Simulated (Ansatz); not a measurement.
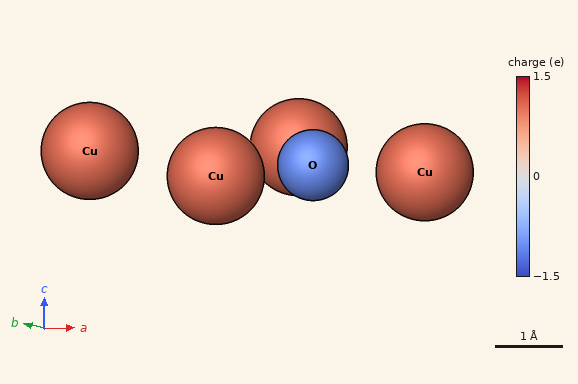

This spheres-only model is shown from the side at a slight tilt. The cell isn't outlined and the vacuum is left out. The atoms of this CuO cell are coloured by their Bader charge.

Setup: DFT PBE, scalar-relativistic, plane waves, PAW (Ansatz 0.2.0); 420 eV cutoff, the zone sampled with 20×20×1 points, Gaussian smearing of 0.1 eV, no spin polarisation.

Q: Which element is the most positive, and which the most negative?

A: Most positive: Cu; most negative: O. Charges: about Cu +1.0 e; O -1.0 e.

Provenance: a structure type filled with these elements by a generator (whether the compound takes this form wasn't checked). Earlier steps of the study may have refined or changed the cell and positions. It was run through Ansatz as a DFT input.
